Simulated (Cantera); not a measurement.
Input: 1 mol C2H2, a varied amount of H2, 0.052 mol O2, at 800 K and 0.100 bar.

Cantera equilibrium calculation (NASA polynomials, part measured and part estimated; ideal gas, pure solids and liquids). Candidate condensed phases: C, C6H6, C7H8, C8H18, H2O; 110 gas species. Kinetics and transport are ignored.

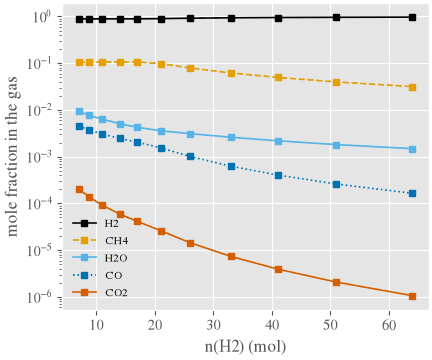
Fig. 1. Equilibrium gas composition (values under 1e-9 drawn at 1e-9)

From 7 mol H2 to 17 mol H2 the condensed part is C(graphite). From 21 mol H2 to 64 mol H2 nothing is condensed. The main C-bearing gas is CH4 throughout.
